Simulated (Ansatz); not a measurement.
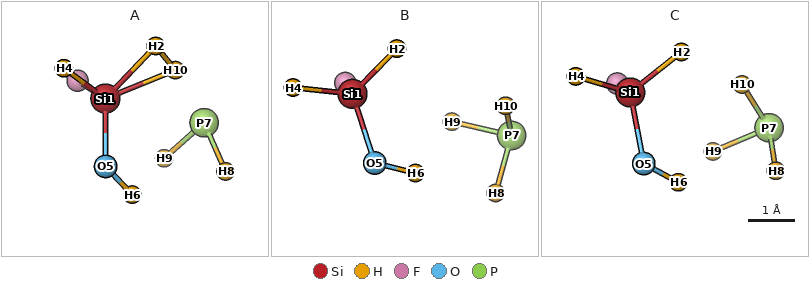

3 geometries from a converged minimum-energy path of SiPH₆OF, made up at the start of SiH$_{3}$OF and PH₃, shuffled. A ball-and-stick model, seen at a tilt.

Method: Ansatz 0.2.0, RKS PBE0-D4/6-31G*. Run with 7 movable images; climbing image; force threshold 0.05 eV/Å; iteration limit 58; starting path through a guess of the saddle point.

Which frame is the transition state?

Answer. A. In order along the path, whose images run from 0 to 8: B (image 0, 0.0 kJ/mol), C (image 2, +7.5 kJ/mol), A (image 4, +273.4 kJ/mol). Breaking: H–P (1.42 → 3.58 Å), H–Si (1.49 → 3.46 Å). Forming: H–H (2.98 → 0.74 Å), P–Si (4.15 → 2.25 Å).

Limits of the set-up: the start holds two separate molecules, 2.4 Å apart at their closest, whose relative position is a soft coordinate.

Cost: 8.4 min on 1 thread of Arm Neoverse V1 (shared host), peak memory 0.16 GiB.
